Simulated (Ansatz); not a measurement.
# Convergence of a linear-scaling basis for Ge(100) slab, H on the bottom face, dimerised (48 atoms), part 2 of 2

Wanted: errors and times of a linear-scaling basis for Ge(100) slab, H on the bottom face, dimerised (48 atoms). A setting counts as converged where the r.m.s. difference of forces stays under 1 % of the r.m.s. force.

Ansatz 0.2.0; Kohn-Sham DFT, PBE, PAW (set soft_2), plane waves.

The cell: 32 Ge and 16 H. Beside vacuum, support functions can miss their usual error bounds without a warning. The main run has no spin polarisation.

So far. Step 5 (Support functions medium, spacing 0.375 Å): Forces differ from the reference by 8.6 meV/Å r.m.s., 1.4 % of their size, over a tolerance of 1 %; the energy by +16 meV/atom. The setting is coarser than the default on purpose.

## 6. What each setting buys

Each row is set against the plane-wave reference (Kohn-Sham DFT, PBE, PAW (set soft_2), plane waves; r.m.s. force component 0.635 eV/Å). Energies are set beside the reference only for runs with its functional, potentials and electron count. Times are for 4 threads of Intel Xeon 6975P-C (Granite Rapids), shared host. The reference's time includes the DOS and grids, which some other runs skip.

```
                                      run  Δ force, r.m.s. (meV/Å)  share of r.m.s. force (%)  Δ energy (meV/atom)  cycles  time  host memory (GiB)
                                reference                        -                          -                    -      11  20 s                5.0
                    support functions low                     1.06                      0.168                -1.71      13  49 s                2.8
 support functions medium, spacing 0.45 Å                     2660                        419                15048      14  23 s                1.6
support functions medium, spacing 0.375 Å                      8.6                       1.35                 16.2      14  27 s                1.8
```

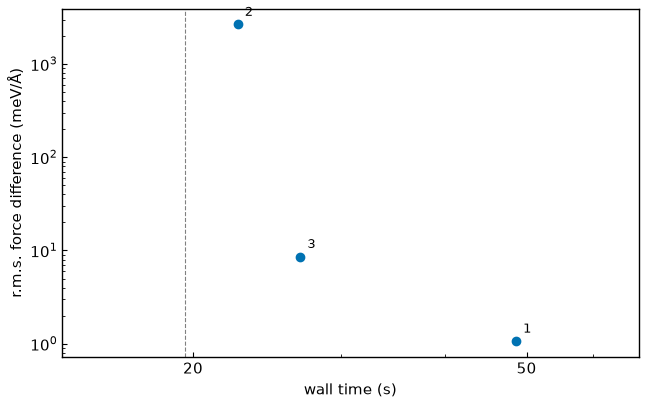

Force difference from the reference against wall time; the dashed line marks the reference's time. Points: 1 support functions low; 2 support functions medium, spacing 0.45 Å; 3 support functions medium, spacing 0.375 Å.

## 7. What the reference run shows

The comparisons rest on this run, so its electronic structure is set out here.

Neighbours are counted within 2.88 Å (Ge-Ge), 1.89 Å (Ge-H).

Length of the force by element and coordination:

| element | coordination | atoms | mean length of the force (eV/Å) | spread | least | most |
| --- | --- | --- | --- | --- | --- | --- |
| Ge | all | 32 | 1.10 | 0.599 | 0.231 | 2.42 |
| Ge | 3 | 8 | 1.04 | 0.468 | 0.494 | 1.60 |
| Ge | 4 | 24 | 1.12 | 0.636 | 0.231 | 2.42 |
| H | all | 16 | 0.571 | 0.415 | 0.127 | 1.93 |

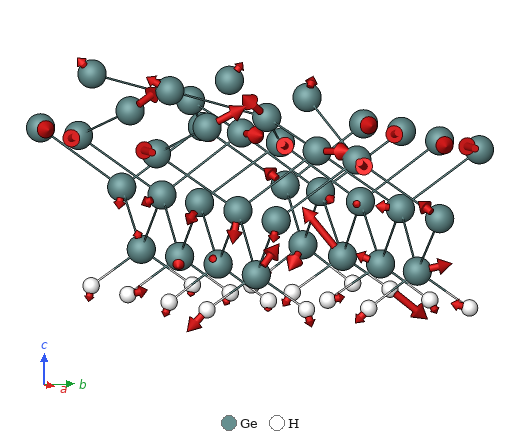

Forces as arrows; the longest in the cell is 2.42 eV/Å. Some periodic images of atoms are drawn too.

Löwdin charges by element and coordination (they lack the spilled electrons, 0.027 e an atom on average):

```csv
element,coordination,atoms,mean charge (e),spread,least,most
Ge,all,32,0.0592,0.0787,-0.0612,0.207
Ge,3,8,0.039,0.0932,-0.0612,0.137
Ge,4,24,0.066,0.072,-0.0014,0.207
H,all,16,-0.0363,0.0056,-0.0462,-0.0291
```

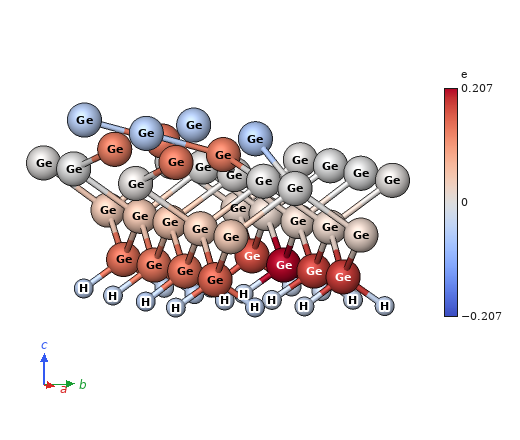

Atoms coloured by Löwdin charge. Some periodic images of atoms are drawn too.

By region:

```csv
region,atoms,mean length of the force (eV/Å)
slab,32,1.10
hydrogen,16,0.571
```

States in the cell by windows of 1 eV, zero at the Fermi level; the larger projections on atomic orbitals stand beside the total:

```
from (eV)  to (eV)  total  slab  Ge p  Ge s  H s  hydrogen
      -18      -13    0.0   0.0   0.0   0.0  0.0       0.0
      -13      -12    1.0   1.0   0.1   0.9  0.0       0.0
      -12      -11    6.0   5.7   1.3   4.5  0.2       0.2
      -11      -10   10.9   9.8   2.4   7.5  1.0       1.0
      -10       -9   12.3  10.4   2.6   7.8  1.8       1.8
       -9       -8    6.9   6.4   1.9   4.4  0.5       0.5
       -8       -7   11.4  10.1   3.7   6.4  1.2       1.2
       -7       -6    7.9   6.5   3.4   3.1  1.2       1.2
       -6       -5    8.7   6.6   3.7   2.8  2.0       2.0
       -5       -4   10.9   7.4   5.1   2.2  3.4       3.4
       -4       -3   13.4  12.2  11.3   0.9  1.1       1.1
       -3       -2   21.3  18.9  18.0   0.8  2.3       2.3
       -2       -1   20.6  18.8  18.3   0.5  1.6       1.6
       -1        0   13.0  12.5  11.3   1.3  0.3       0.3
        0        1    5.4   5.1   4.2   0.9  0.1       0.1
        1        2   12.6  11.7   8.3   3.3  0.3       0.3
        2        3   15.7  13.4  10.4   3.1  0.9       0.9
        3        4   21.5  16.1  13.2   2.8  1.7       1.7
```

The curve was stored every 0.10 eV, coarse against its broadening of 0.08 eV, so these counts are rough.

Between -25 and -18 eV lie 320 more states.

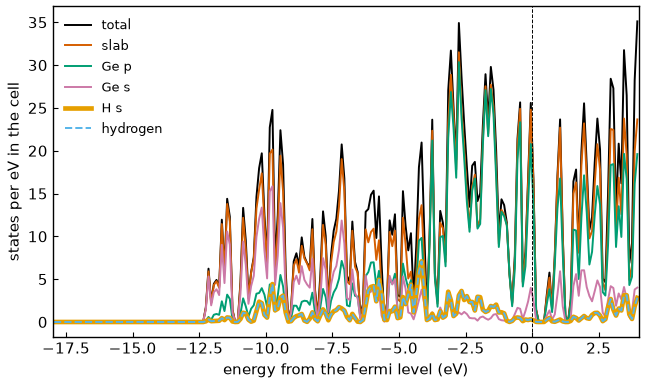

Total and projected density of states, with the broadening of the input.

The levels nearest the highest filled one (over half full), pooled over k-points and spins:

```
level less the highest filled one (eV)  occupation
                                -0.450           2
                                -0.217        1.98
                                -0.116        1.87
                                -0.102        1.84
                               -0.0178        1.35
                                     0        1.19
                                0.0233       0.958
                                0.0384       0.809
                                 0.644           0
                                 0.908           0
                                 0.959           0
                                  1.05           0
```

Planar average of the electrostatic potential energy along the normal, with the Fermi level as zero, after a running mean with a triangular window 4 Å wide at its base:

| height (Å) | potential energy (eV) |
| --- | --- |
| 0.0 | 4.56 |
| 0.6 | 4.54 |
| 1.3 | 4.52 |
| 1.8 | 4.50 |
| 2.4 | 4.46 |
| 2.9 | 4.30 |
| 3.6 | 3.56 |
| 4.2 | 2.36 |
| 4.8 | 0.70 |
| 5.5 | -1.41 |
| 6.0 | -2.66 |
| 6.6 | -3.34 |
| 7.1 | -3.73 |
| 7.8 | -4.07 |
| 8.4 | -4.29 |
| 9.0 | -4.11 |
| 9.5 | -3.15 |
| 10.2 | -1.02 |
| 10.8 | 1.01 |
| 11.3 | 2.72 |
| 12.0 | 4.00 |
| 12.6 | 4.43 |
| 13.2 | 4.56 |
| 13.7 | 4.58 |
| 14.4 | 4.57 |
| 15.0 | 4.56 |

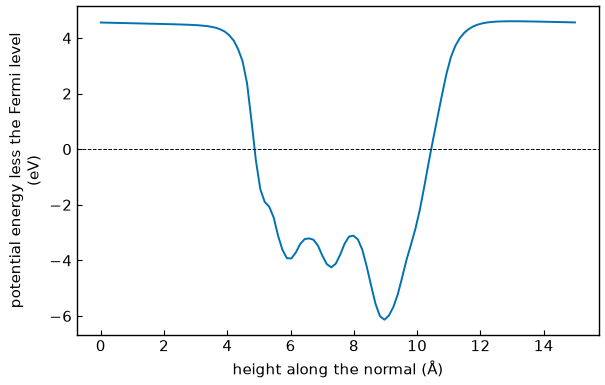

Planar average of the electrostatic potential energy; the dashed line is the Fermi level.

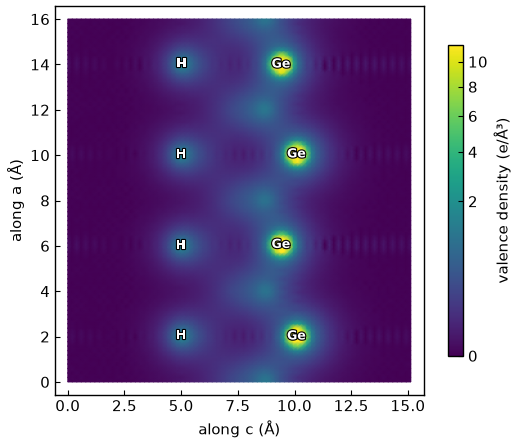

Valence density in the ca plane at fractional y = 0.090, with atoms of Ge and H within 0.2 Å of it. It is the smooth field of the valence electrons, not physical close to the nuclei. The colour scale is stretched toward low values.

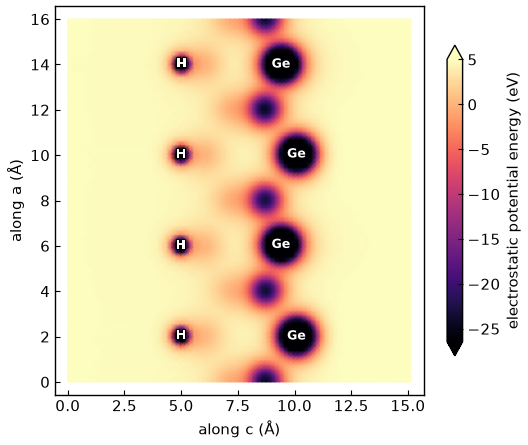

Electrostatic potential energy in the ca plane at fractional y = 0.090, with atoms of Ge and H within 0.2 Å of it. With pseudopotentials it is smooth inside the atoms' cores, unlike the true potential.

Mean Löwdin charges: Ge +0.06, H -0.04 e. Charges this small depend on the projection, at times even in sign. Within 0.4 eV of the Fermi level the largest share is Ge p (83 % of the projected weight). The potential slopes across the vacuum by 0.026 eV/Å: the slab bears a dipole, and with periodic images along the normal there is no flat vacuum level to read.

## 8. Local order

These statistics describe the geometry on which the runs were made.

Normalised to the volume that the atoms fill. Pair distribution functions g(r), in bins of 0.2 Å:

| r (Å) | total | Ge-Ge | Ge-H | H-H |
| --- | --- | --- | --- | --- |
| 1.40 | 0.74 | 0.00 | 1.00 | 2.62 |
| 1.60 | 2.56 | 0.00 | 3.90 | 7.35 |
| 1.80 | 0.00 | 0.00 | 0.00 | 0.00 |
| 2.00 | 0.00 | 0.00 | 0.00 | 0.00 |
| 2.20 | 0.50 | 1.12 | 0.00 | 0.00 |
| 2.40 | 1.74 | 3.33 | 0.00 | 2.35 |
| 2.60 | 0.93 | 1.75 | 0.00 | 1.34 |
| 2.80 | 0.23 | 0.00 | 0.52 | 0.00 |
| 3.00 | 0.37 | 0.00 | 0.83 | 0.00 |
| 3.20 | 0.96 | 0.56 | 1.60 | 0.00 |
| 3.40 | 0.23 | 0.00 | 0.52 | 0.00 |
| 3.60 | 0.19 | 0.42 | 0.00 | 0.00 |
| 3.80 | 0.24 | 0.54 | 0.00 | 0.00 |
| 4.00 | 2.91 | 4.56 | 0.56 | 5.70 |
| 4.20 | 1.31 | 0.08 | 2.40 | 1.88 |
| 4.40 | 0.73 | 0.47 | 1.02 | 0.61 |
| 4.60 | 0.82 | 1.51 | 0.10 | 0.92 |
| 4.80 | 0.59 | 0.93 | 0.12 | 1.15 |
| 5.00 | 0.46 | 0.08 | 0.96 | 0.00 |
| 5.20 | 0.31 | 0.24 | 0.47 | 0.00 |
| 5.40 | 0.58 | 0.29 | 0.95 | 0.28 |
| 5.60 | 0.92 | 1.19 | 0.07 | 3.31 |
| 5.80 | 0.04 | 0.07 | 0.02 | 0.00 |
| 6.00 | 0.63 | 0.55 | 0.86 | 0.00 |
| 6.20 | 0.53 | 0.97 | 0.23 | 0.00 |
| 6.40 | 0.56 | 0.29 | 0.89 | 0.34 |
| 6.60 | 0.58 | 0.07 | 1.18 | 0.20 |
| 6.80 | 0.52 | 0.60 | 0.32 | 0.98 |

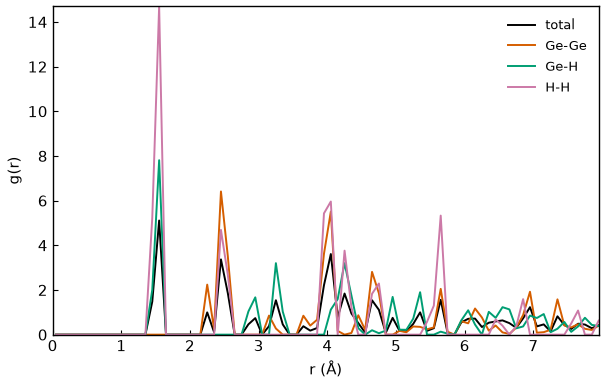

Pair distribution functions.

Bonds by pair of elements; cutoffs follow the first minimum of g(r), held within bounds set by covalent radii, and pairs that aren't listed don't count as bonded:

| pair A-B | cutoff (Å) | bonds | mean length (Å) | spread (Å) | shortest (Å) | B about A | A about B |
| --- | --- | --- | --- | --- | --- | --- | --- |
| Ge-Ge | 2.88 | 52 | 2.45 | 0.094 | 2.22 | 3.25 | 3.25 |
| Ge-H | 1.89 | 16 | 1.53 | 0.038 | 1.43 | 0.5 | 1 |

How many atoms have how many bonded neighbours:

| element | mean | 1 | 3 | 4 |
| --- | --- | --- | --- | --- |
| Ge | 3.75 | 0 | 8 | 24 |
| H | 1 | 16 | 0 | 0 |

For some of the pairs, g(r) has its first main peak near 2.48 Å (Ge-Ge), 1.52 Å (Ge-H) and 1.51 Å (H-H). With the cutoffs above, 75 % of Ge atoms have 4 and all H atoms have 1 bonded neighbour.

The surroundings of Ge19, which bears the longest force among the free atoms, nearest first, numbered as they follow in the input and with coordinates relative to it.

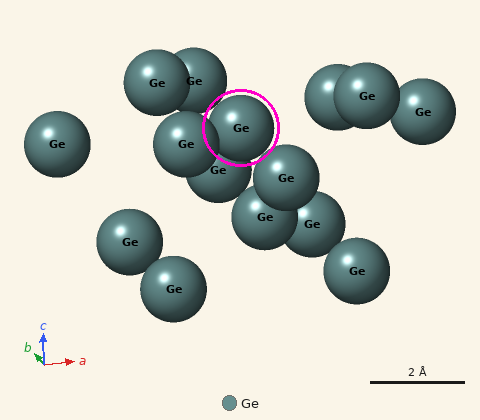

The atoms of the table, within 4.0 Å (arrows a, b, c point along x, y, z); some may hide others; the central atom is ringed.

```
atom      x      y      z  distance (Å)  bonds  Löwdin charge (e)     Fx     Fy  Fz (eV/Å)
Ge19   0.00   0.00   0.00          0.00      4               0.00  -2.27   0.77      -0.29
Ge24   1.94  -0.80   0.71          2.22      3               0.13   0.87  -1.06       0.82
Ge18  -0.02  -2.00  -1.43          2.45      4               0.05  -0.36  -0.25      -0.61
Ge22  -0.03   1.99  -1.45          2.46      4               0.02   0.20  -0.11      -0.03
Ge16  -2.00  -0.78   1.41          2.57      3              -0.05  -0.03   0.31       0.39
Ge12  -2.00  -3.24   0.70          3.88      3               0.13  -0.51   1.22       0.75
Ge23  -0.03   3.95  -0.01          3.95      4               0.00   1.95  -0.22      -0.11
Ge17   1.96  -2.01  -2.81          3.97      4               0.14   0.18  -0.15       0.11
Ge27   3.98  -0.04   0.00          3.98      4               0.00   1.41   0.86       0.03
Ge21   2.00   2.00  -2.85          4.02      4               0.18  -0.23  -0.60       0.25
Ge20   1.99  -3.21   1.39          4.03      3              -0.05  -0.16  -0.59       0.35
 Ge9  -2.06  -2.00  -2.83          4.03      4               0.14   0.47  -0.15      -0.23
Ge11  -4.03   0.00   0.03          4.03      4               0.00   1.66   0.34      -0.02
Ge13  -2.01   2.02  -2.87          4.04      4               0.21  -0.39  -1.43       1.81
Ge23  -0.03  -4.05  -0.01          4.05      4               0.00   1.95  -0.22      -0.11
```

The column of bonds counts only the pairs Ge-Ge within 2.88 Å, Ge-H within 1.89 Å; other neighbours, such as metal atoms beside each other in a compound, aren't counted, and periodic images can show an atom twice.

## 9. Outcome

| Quantity | Value |
| --- | --- |
| free energy per atom | -2868.2775 eV/atom |
| r.m.s. force component | 0.6348 eV/Å |
| wall time of the 4 DFT runs | 2 min |

**Reading.** Against plane waves at 420 eV, the forces differ by 1.1 meV/Å (0.17 %) with support functions low. At 48 atoms the run with support functions low takes roughly 2.5 times the time of plane waves (whose run also made extra analyses, so the like-for-like ratio is larger), in 13 SCF cycles against 11. Differences between support functions and plane waves include what basis error the plane-wave run still has.

6 levels are partly filled by over 2 % (on the run's k-points), and the list of levels jumps by 0.61 eV between +0.04 and +0.64 eV: the Fermi level sits among few, sparse states, as at a band edge, among defect levels or in a metal whose levels bunch into shells on a coarse mesh. With the cutoffs above, 75 % of Ge atoms have 4 and all H atoms have 1 bonded neighbour.

What to keep in mind: The geometry was built by rule, was displaced at random and isn't relaxed at this level: its force components are 0.63 eV/Å r.m.s. The slab bears a dipole and has periodic images along its normal, so a spurious field crosses the vacuum.

[Logs are printed without paths, hosts, clocks, repeated set-up lines and the standing remarks that a program may print on its own settings, such as how far it seeks lower states.]

[Hosts, paths, dates, database ids (printed as entryN), source tags and the programs' standing remarks are cut or masked in the printed files.]
